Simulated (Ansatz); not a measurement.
# (KF)2(AgCl)2 [001] superlattice, started as rocksalt type: from the cell to its phonons, part 2 of 2

Aim: the vibrations of (KF)2(AgCl)2 [001] superlattice, started as rocksalt type, their spectra, and whether the structure is stable.

Ansatz 0.2.0; DFT PBE, scalar-relativistic, plane waves, PAW.

So far. Step 4 (Relaxing to small forces for the phonons): The largest force component left is 0.56 meV/Å and the pressure is -0.004 GPa, within the tolerances set. The cell now holds 21.52 Å³/atom. The relaxed cell has a = 3.834, c = 11.710 Å (conventional setting).

The structure was built from a prototype and need not be the compound's stable phase.

## 5. Modes at Γ

The zone centre is the only wavevector solved here; it holds the modes that light can see, as far as symmetry allows. The response to a homogeneous field gives the Born charges and the dielectric tensor, and its change with displacement the Raman tensors.

Input file input.yaml:

```yaml
crystal:
  lattice:
    - [2.7111177634, 2.7111177634, 0.0]
    - [-2.7111177634, 2.7111177634, 0.0]
    - [0.0, 0.0, 11.710229948]
  atoms:
    - { symbol: Ag, position: [0.0, 0.0, 0.4853653471] }
    - { symbol: Ag, position: [0.5, 0.5, 0.7646346529] }
    - { symbol: Cl, position: [0.5, 0.5, 0.502798966] }
    - { symbol: Cl, position: [0.0, 0.0, 0.747201034] }
    - { symbol: F, position: [0.5, 0.5, 0.0071526807] }
    - { symbol: F, position: [0.0, 0.0, 0.2428473193] }
    - { symbol: K, position: [0.0, 0.0, 0.0116078396] }
    - { symbol: K, position: [0.5, 0.5, 0.2383921604] }
kpoints:
  mp_grid: { grid: [8, 8, 2] }
hamiltonian:
  xc: pbe
scf:
  occupations: { method: fixed }
output:
  eigenvalues: true
phonons:
  method: dfpt
  dielectric: true
  rigid_motions: translations
  raman: true
```

Command:

```bash
ansatz run input.yaml --threads 8 --pin off --max-ram 14336MiB --backend cpu --events-out ev --progress --plain --runs-dir out
```

Numbers of over 12 decimals in the logs are rounded to 6 here.

Output:

```text
[...]
Crystal: 8 atoms, lattice volume = 172.144 Å³
Basis set: ecut = 420 eV, 3407 PW (Γ), exchange–correlation on 60×60×160 points (8 copies of the dense FFT grid, shifted against one another)
Bands: 51, of which v1, the nominal top of the filled ones, is band 42 counted from 1 (41 counted from 0)
Symmetry: 16 space group operations
k-points: 42 of 128 (irreducible under 2 space group operations, time reversal used)
[...]
SCF iter   1: F=—  HF=-22039.162066 eV  |F-HF|=—  |Δ(HF+E_count)|=         —  Δρ=1.01e-3  dr2=4.32e-3  ethr=1.77e-3  ⟨swp⟩=5.0  Hψ=6772  notcnv=0  defer=286
[...]
SCF iter  10: F=-22039.162193 eV  HF=-22039.162193 eV  |F-HF|=5.09e-11  |Δ(HF+E_count)|=  7.89e-10  Δρ=1.18e-7  dr2=3.14e-11  ethr=1.00e-12  ⟨swp⟩=15.2  Hψ=13766  notcnv=0
SCF 1 converged in 10 iterations: F = -22039.162193 eV  dr2 = 3.14e-11
[...]
DFPT response loops at Γ: preconditioner auto → Resta (q_TF=auto, 2.421 Å⁻¹)  ε∞=7.0 (no band partly filled); β = 1.00, the filter's whole step (`scf.mixing.beta` (0.50) is not read by the response loops at its default; to damp them type it under 1.00, their step now; it binds the ground state too); Broyden in place of MSR1
── the response to a field inside a basis, on 10×10×4 k-points: an SCF that follows is theirs, and a resumed run solves both again ──
Bands: 43, of which v1, the nominal top of the filled ones, is band 42 counted from 1 (41 counted from 0)
k-points: 30 of 400
[...]
Eigensolver: Dense (30 Hₖ)
SCF iter   1: F=—  HF=-22038.794706 eV  |F-HF|=—  |Δ(HF+E_count)|=         —  Δρ=8.01e-4  dr2=3.30e-4  ethr=1.00e-1
[...]
SCF iter   9: F=-22038.794911 eV  HF=-22038.794911 eV  |F-HF|=3.64e-12  |Δ(HF+E_count)|=  8.00e-11  Δρ=9.81e-8  dr2=5.00e-11  ethr=1.00e-12
SCF 1 converged in 9 iterations: F = -22038.794911 eV  dr2 = 5.00e-11
[...]
SCF converged after 10 iterations
Free energy (F): -22039.162193 eV
[...]
Internal energy: -22039.162193 eV  (E = F + TS)
E sigma→0 (E₀):  -22039.162193 eV
Fermi energy:    5.441502 eV
[...]
--- Band table (eV; the first three rows and the last of 42) ---
  k-point 0: bands = [... 38 lower, 3.3672, 3.3672, 3.5424, 3.6411, 6.6535, 7.6645, 10.2266, 11.2176, ... 5 higher]
  k-point 1: bands = [... 38 lower, 3.3886, 3.3886, 3.5014, 3.7603, 6.7910, 7.5877, 9.9445, 11.6757, ... 5 higher]
  k-point 2: bands = [... 38 lower, 3.6797, 3.6970, 3.7439, 3.8867, 7.1174, 8.0017, 10.4377, 11.2682, ... 5 higher]
  k-point 41: bands = [... 38 lower, 3.4127, 3.4127, 3.6849, 3.6849, 8.0716, 8.0716, 11.7627, 11.7627, ... 5 higher]
--- Phonons (Γ-DFPT): 8 representative perturbations + reference, on 42 of 128 k-points (Σ response iterations 31) ---
  k mesh reduced under 2 symmetry operations, with k and −k counted as one. Each operation leaves every solved perturbation unchanged. A smaller set is not considered because the run solves the response to a homogeneous field
  ASR residual: 5.185e-4 → 0.000e0 eV/Å²; symmetrization residual: 5.337e-6 eV/Å²
  ASR residual per site (eV/Å²): 5.42e-5 5.42e-5 1.41e-4 1.41e-4 4.76e-4 4.76e-4 5.18e-4 5.18e-4
  Γ frequencies (cm⁻¹): -40.68 0.00 0.00 0.00 32.10 32.10 39.19 39.19 40.12 73.43 73.43 115.12 131.76 131.83 131.83 142.70 142.70 160.91 165.34 165.34 168.88 168.88 188.01 207.85
  ε∞ (high-frequency dielectric tensor):
        3.620427     0.000000     0.000000
        0.000000     3.620427     0.000000
        0.000000     0.000000     2.713596
  softest optical mode at Γ: -40.68 cm⁻¹; the repairs (sum rule, projections) moved no ω² at Γ by more than (2.94 cm⁻¹)²
  Born effective charges Z* (e; rows j = field, columns β = displacement):
    site 0:
         1.45904   -0.00000    0.00000
         0.00000    1.45904   -0.00000
         0.00000   -0.00000    0.98354
    site 1:
         1.45904   -0.00000   -0.00000
         0.00000    1.45904    0.00000
        -0.00000   -0.00000    0.98354
    site 2:
        -1.47035    0.00000   -0.00000
        -0.00000   -1.47035   -0.00000
        -0.00000   -0.00000   -0.77336
    site 3:
        -1.47035    0.00000    0.00000
        -0.00000   -1.47035   -0.00000
         0.00000    0.00000   -0.77336
    site 4:
        -1.13167   -0.00000   -0.00000
         0.00000   -1.13167   -0.00000
         0.00000   -0.00000   -1.58551
    site 5:
        -1.13167   -0.00000   -0.00000
         0.00000   -1.13167   -0.00000
         0.00000   -0.00000   -1.58551
    site 6:
         1.14297   -0.00000   -0.00000
         0.00000    1.14297    0.00000
         0.00000   -0.00000    1.37532
    site 7:
         1.14297   -0.00000    0.00000
         0.00000    1.14297   -0.00000
         0.00000   -0.00000    1.37532
  Z* charge neutrality: 2.190e-2 e pre-enforcement
  solved inside a basis spanned on kpoints, on 10×10×4 k-points: ε∞ is read to err by 1.8e-2, Z* by 2.4e-2 e (field_mesh: kpoints solves on kpoints); Z* is corrected for what the basis lacks
  Raman tensors (in the event stream and the table raman_tensors.tsv): an entry may err by 3.6e-1 Å², one of the second-order susceptibility by 3.2e-18 pm/V (basis, points and sum rule); their sum over the sites missed zero by 1.110e-16 Å² ahead of its enforcement
  optical modes at Γ without the LO–TO term, one row a degenerate level:
      ω (cm⁻¹)  modes    IR ((D/Å)²/amu)  static Raman (Å⁴/amu)  depolarisation
        -40.68      1             2.7170                 0.0000               —
         32.10      2             0.0000                 0.0363           0.750
         39.19      2             0.0127                 0.0000               —
         40.12      1             0.0000                 0.0831           0.002
         73.43      2             0.0000                 0.0375           0.750
        115.12      1             0.0000                 2.9498           0.483
        131.76      1             1.3185                 0.0000               —
        131.83      2             9.1277                 0.0000               —
        142.70      2             0.0000                 0.4722           0.750
        160.91      1             0.0000                 1.1904           0.533
        165.34      2             7.6129                 0.0000               —
        168.88      2             0.0000                 0.1296           0.750
        188.01      1             5.4943                 0.0000               —
        207.85      1             0.0000                 2.6768           0.000
  optical modes at Γ + LO–TO along q̂ = [1.0000, 0.0000, 0.0000]:
      ω (cm⁻¹)  modes    IR ((D/Å)²/amu)  static Raman (Å⁴/amu)  depolarisation
        -40.68      1             2.7170                 0.0000               —
         32.10      2             0.0000                 0.0363           0.750
         39.19      1             0.0064                 0.0000               —
         39.31      1             0.0010                 0.0000               —
         40.12      1             0.0000                 0.0831           0.002
         73.43      2             0.0000                 0.0375           0.750
        115.12      1             0.0000                 2.9498           0.483
        131.76      1             1.3185                 0.0000               —
        131.83      1             4.5638                 0.0000               —
        142.70      2             0.0000                 0.4722           0.750
        148.15      1             0.2442                 0.0000               —
        160.91      1             0.0000                 1.1904           0.533
        165.34      1             3.8065                 0.0000               —
        168.88      2             0.0000                 0.1296           0.750
        188.01      1             5.4943                 0.0000               —
        207.85      1             0.0000                 2.6768           0.000
        226.77      1             8.1314                 0.0000               —
  optical modes at Γ + LO–TO along q̂ = [0.0000, 1.0000, 0.0000]:
      ω (cm⁻¹)  modes    IR ((D/Å)²/amu)  static Raman (Å⁴/amu)  depolarisation
        -40.68      1             2.7170                 0.0000               —
         32.10      2             0.0000                 0.0363           0.750
         39.19      1             0.0064                 0.0000               —
         39.31      1             0.0010                 0.0000               —
         40.12      1             0.0000                 0.0831           0.002
         73.43      2             0.0000                 0.0375           0.750
        115.12      1             0.0000                 2.9498           0.483
        131.76      1             1.3185                 0.0000               —
        131.83      1             4.5638                 0.0000               —
        142.70      2             0.0000                 0.4722           0.750
        148.15      1             0.2442                 0.0000               —
        160.91      1             0.0000                 1.1904           0.533
        165.34      1             3.8065                 0.0000               —
        168.88      2             0.0000                 0.1296           0.750
        188.01      1             5.4943                 0.0000               —
        207.85      1             0.0000                 2.6768           0.000
        226.77      1             8.1314                 0.0000               —
  optical modes at Γ + LO–TO along q̂ = [0.0000, 0.0000, 1.0000]:
      ω (cm⁻¹)  modes    IR ((D/Å)²/amu)  static Raman (Å⁴/amu)  depolarisation
         32.10      2             0.0000                 0.0363           0.750
         39.19      2             0.0127                 0.0000               —
         40.12      1             0.0000                 0.0831           0.002
         62.25      1             0.4719                 0.0000               —
         73.43      2             0.0000                 0.0375           0.750
        115.12      1             0.0000                 2.9498           0.483
        131.83      2             9.1277                 0.0000               —
        142.25      1             0.2536                 0.0000               —
        142.70      2             0.0000                 0.4722           0.750
        160.91      1             0.0000                 1.1904           0.533
        165.34      2             7.6129                 0.0000               —
        168.88      2             0.0000                 0.1296           0.750
        207.85      1             0.0000                 2.6768           0.000
        265.43      1             8.8045                 0.0000               —
```

Wall time 3.7 min (8 threads of Intel Xeon Platinum 8275CL at 3.00GHz (Skylake/Cascade Lake), shared host); peak memory 2.8 GiB; 26 min of CPU time.

This step gave:

| Item | Value |
| --- | --- |
| sum-rule residual before enforcement | 5.18e-4 eV/Å² |
| miss of the charge sum rule | 0.02190 e |
| estimated error of the dielectric tensor | 0.01803 |
| estimated error of the Born charges | 0.02429 e |
| point group | 4/mmm |
| highest optical mode at the zone centre (no LO-TO term) | 207.8 cm⁻¹ |
| lowest optical zone-centre mode | -40.68 cm⁻¹ |
| mean high-frequency dielectric constant | 3.318 |
| largest Born charge (third of the trace) | 1.301 e |
| top of the zone-centre spectrum with the field | 265.4 cm⁻¹ |

Without the LO-TO term. Patterns of degenerate modes are one choice out of their space. Modes at Γ, with each element's share of the kinetic energy (negative means imaginary):

| mode | frequency (cm⁻¹) | symmetry | Ag % | Cl % | F % | K % |
| --- | --- | --- | --- | --- | --- | --- |
| 1 | -40.7 | A2u | 42 | 11 | 35 | 12 |
| 2 | 0.0 | acoustic | 54 | 18 | 9 | 19 |
| 3 | 0.0 | acoustic | 54 | 18 | 9 | 19 |
| 4 | 0.0 | acoustic | 54 | 18 | 9 | 19 |
| 5 | 32.1 | Eg | 80 | 18 | 1 | 1 |
| 6 | 32.1 | Eg | 80 | 18 | 1 | 1 |
| 7 | 39.2 | Eu | 23 | 6 | 20 | 52 |
| 8 | 39.2 | Eu | 23 | 6 | 20 | 52 |
| 9 | 40.1 | A1g | 99 | 1 | 0 | 0 |
| 10 | 73.4 | Eg | 2 | 0 | 27 | 71 |
| 11 | 73.4 | Eg | 2 | 0 | 27 | 71 |
| 12 | 115.1 | A1g | 1 | 54 | 6 | 40 |
| 13 | 131.8 | not assigned | 0 | 65 | 3 | 32 |
| 14 | 131.8 | not assigned | 24 | 75 | 1 | 0 |
| 15 | 131.8 | not assigned | 24 | 75 | 1 | 0 |
| 16 | 142.7 | Eg | 18 | 80 | 1 | 1 |
| 17 | 142.7 | Eg | 18 | 80 | 1 | 1 |
| 18 | 160.9 | A1g | 0 | 38 | 38 | 24 |
| 19 | 165.3 | Eu | 0 | 1 | 70 | 28 |
| 20 | 165.3 | Eu | 0 | 1 | 70 | 28 |
| 21 | 168.9 | Eg | 0 | 1 | 72 | 27 |
| 22 | 168.9 | Eg | 0 | 1 | 72 | 27 |
| 23 | 188.0 | A2u | 4 | 6 | 53 | 37 |
| 24 | 207.8 | A1g | 0 | 7 | 57 | 36 |

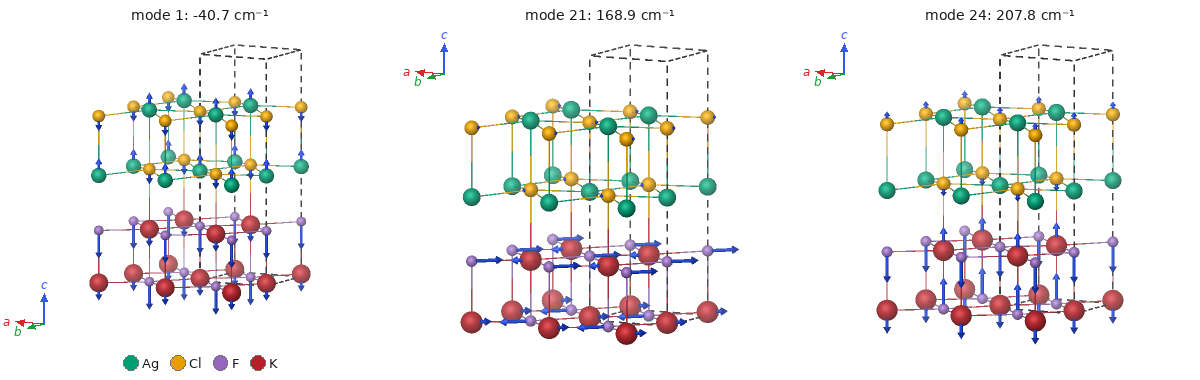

Displacement patterns of modes 1, 21 and 24 at Γ; arrows are exaggerated. 2×2×1 cells are drawn. Some periodic images of atoms are drawn too.

Optical modes at the zone centre, without and with the macroscopic field of the longitudinal modes; each column is sorted by frequency, so a row need not hold one and the same mode. Modes with and without the field, by row:

| rank among optical modes | no field (cm⁻¹) | q along (1, 0, 0) (cm⁻¹) | q along (0, 0, 1) (cm⁻¹) |
| --- | --- | --- | --- |
| 1 | -40.7 | -40.7 | 32.1 |
| 2 | 32.1 | 32.1 | 32.1 |
| 3 | 32.1 | 32.1 | 39.2 |
| 4 | 39.2 | 39.2 | 39.2 |
| 5 | 39.2 | 39.3 | 40.1 |
| 6 | 40.1 | 40.1 | 62.2 |
| 7 | 73.4 | 73.4 | 73.4 |
| 8 | 73.4 | 73.4 | 73.4 |
| 9 | 115.1 | 115.1 | 115.1 |
| 10 | 131.8 | 131.8 | 131.8 |
| 11 | 131.8 | 131.8 | 131.8 |
| 12 | 131.8 | 142.7 | 142.2 |
| 13 | 142.7 | 142.7 | 142.7 |
| 14 | 142.7 | 148.2 | 142.7 |
| 15 | 160.9 | 160.9 | 160.9 |
| 16 | 165.3 | 165.3 | 165.3 |
| 17 | 165.3 | 168.9 | 165.3 |
| 18 | 168.9 | 168.9 | 168.9 |
| 19 | 168.9 | 188 | 168.9 |
| 20 | 188 | 207.8 | 207.8 |
| 21 | 207.8 | 226.8 | 265.4 |

Born charge (rows field, columns displacement) (e), principal values of the symmetric part by kind of site:

| atom | atoms with these values | low | middle | high | mean |
| --- | --- | --- | --- | --- | --- |
| Ag1 | 2 | 0.98 | 1.46 | 1.46 | 1.30 |
| Cl3 | 2 | -1.47 | -1.47 | -0.77 | -1.24 |
| F5 | 2 | -1.59 | -1.13 | -1.13 | -1.28 |
| K7 | 2 | 1.14 | 1.14 | 1.38 | 1.22 |

In full for K7:

```
1.14 0.00 0.00
0.00 1.14 0.00
0.00 0.00 1.38
```

High-frequency dielectric tensor:

```
3.62 0.00 0.00
0.00 3.62 0.00
0.00 0.00 2.71
```

Transverse modes; imaginary modes are left out. Lines of the infrared spectrum (strongest = 100):

| position (cm⁻¹) | lines merged | relative intensity |
| --- | --- | --- |
| 32 | 1 | 0.0 |
| 39 | 1 | 0.1 |
| 40 | 1 | 0.0 |
| 73 | 1 | 0.0 |
| 115 | 1 | 0.0 |
| 132 | 2 | 100 |
| 143 | 1 | 0.0 |
| 161 | 1 | 0.0 |
| 165 | 1 | 73 |
| 169 | 1 | 0.0 |
| 188 | 1 | 53 |
| 208 | 1 | 0.0 |

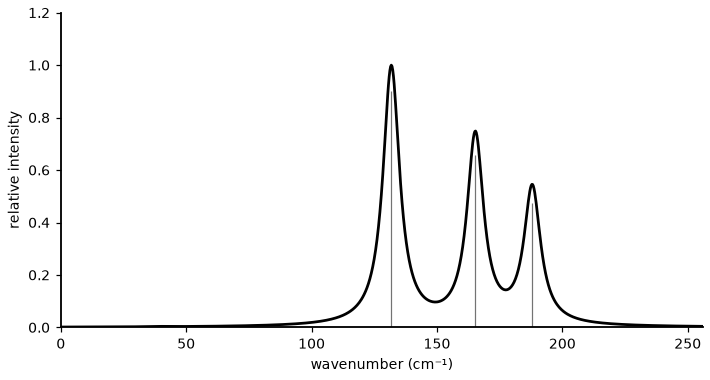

The infrared spectrum, broadened with Lorentzians of width 8 cm⁻¹; bars mark the lines.

Activity x (w_L - w)^4 (n + 1)/w, 532 nm, 300 K; imaginary modes are left out; modes without the macroscopic field alone. Raman lines, with heights relative to the strongest:

| position (cm⁻¹) | lines merged | relative intensity |
| --- | --- | --- |
| 32 | 1 | 13 |
| 39 | 1 | 0.0 |
| 40 | 1 | 20 |
| 73 | 1 | 2.9 |
| 115 | 1 | 100 |
| 132 | 2 | 0.0 |
| 143 | 1 | 11 |
| 161 | 1 | 23 |
| 165 | 1 | 0.0 |
| 169 | 1 | 2.3 |
| 188 | 1 | 0.0 |
| 208 | 1 | 33 |

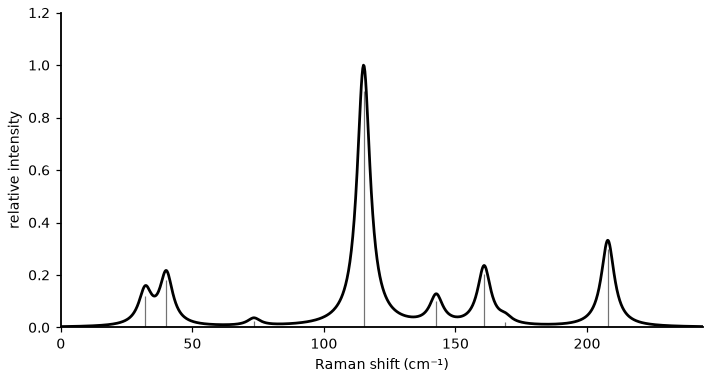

The Raman spectrum, broadened with Lorentzians of width 6 cm⁻¹; bars mark the lines.

Before it was imposed, the acoustic sum rule was missed by 5.2e-4 eV/Å² and the charge sum rule by 0.022 e. Small misses are needed for a sound result but don't prove that mesh and cutoff are converged. The lowest optical mode is imaginary, 40.7i cm⁻¹, so the energy falls along it.

## 6. Another isotope, element Ag, natural mass 107.868 amu

An isotope changes the mass and not the force constants, so no new electronic calculation is needed; the shifts show which modes move this element.

The same force constants with the mass of Ag changed from 107.868 to 108.905 u (phonopy, no LO-TO term). Both lists are sorted by frequency; levels can cross, so a row need not hold one and the same mode. Modes under 3 cm⁻¹ are left out. Isotope shifts, by row:

| q | rank | natural mass (cm⁻¹) | changed mass (cm⁻¹) |
| --- | --- | --- | --- |
| 0 0 0 | 1 | -40.68 | -40.6 |
| 0 0 0 | 5 | 32.1 | 31.97 |
| 0 0 0 | 6 | 32.1 | 31.97 |
| 0 0 0 | 7 | 39.19 | 39.15 |
| 0 0 0 | 8 | 39.19 | 39.15 |
| 0 0 0 | 9 | 40.12 | 39.93 |
| 0 0 0 | 10 | 73.43 | 73.42 |
| 0 0 0 | 11 | 73.43 | 73.42 |
| 0 0 0 | 12 | 115.1 | 115.1 |
| 0 0 0 | 13 | 131.8 | 131.7 |
| 0 0 0 | 14 | 131.8 | 131.7 |
| 0 0 0 | 15 | 131.8 | 131.8 |
| 0 0 0 | 16 | 142.7 | 142.6 |
| 0 0 0 | 17 | 142.7 | 142.6 |
| 0 0 0 | 18 | 160.9 | 160.9 |
| 0 0 0 | 19 | 165.3 | 165.3 |
| 0 0 0 | 20 | 165.3 | 165.3 |
| 0 0 0 | 21 | 168.9 | 168.9 |
| 0 0 0 | 22 | 168.9 | 168.9 |
| 0 0 0 | 23 | 188 | 188 |
| 0 0 0 | 24 | 207.8 | 207.8 |

A mode of this element alone would shift by -0.48 %. The highest zone-centre frequency without the field goes from 207.8 to 207.8 cm⁻¹ (+0.0 %).

## 7. Another isotope, element Cl, natural mass 35.45 amu

The same for Cl, from 35.45 to 36.97 u.

A mode of this element alone would shift by -2.07 %. The highest zone-centre frequency without the field goes from 207.8 to 207.6 cm⁻¹ (-0.1 %).

## 8. Another isotope, element K, natural mass 39.0983 amu

The same for K, from 39.10 to 40.96 u.

A mode of this element alone would shift by -2.30 %. The highest zone-centre frequency without the field goes from 207.8 to 206.2 cm⁻¹ (-0.8 %).

## 9. Outcome

- space group after relaxation (within 0.01 Å): P4/nmm
- volume per atom: 21.5 Å³
- gap on the k-mesh: 1.21 eV
- highest optical mode at the zone centre (no LO-TO term): 208 cm⁻¹
- top of the zone-centre spectrum with the field: 265 cm⁻¹
- lowest optical zone-centre mode: -40.7 cm⁻¹
- mean high-frequency dielectric constant: 3.32
- largest Born charge (third of the trace): 1.30 e
- imaginary modes at Γ (the only wavevector solved): yes

In words: A zone-centre mode is imaginary (40.7i cm⁻¹), so this structure is not a minimum of the energy. Without the field, the optical modes at Γ span -41 to 208 cm⁻¹ (negative means imaginary). The dispersion is not part of this account. With the macroscopic field of the longitudinal modes the top of the zone-centre spectrum lies at 265 cm⁻¹, against 208 cm⁻¹ without it. Among the real modes, the strongest infrared line is at 132 cm⁻¹. Averaged over orientations, the strongest Raman line at 532 nm and 300 K is at 115 cm⁻¹. The tensors are the static, non-resonant ones, while 532 nm light (2.33 eV) lies above the computed gap. The starting cell was built on a prototype and not taken from a measurement, so the phase need not exist. These are harmonic frequencies at zero temperature: anharmonic shifts, linewidths and thermal expansion are left out.

[Logs are printed without paths, hosts, clocks, repeated set-up lines and the standing remarks that a program may print on its own settings, such as how far it seeks lower states.]

[Hosts, paths, dates, database ids (printed as entryN), source tags and the programs' standing remarks are cut or masked in the printed files.]
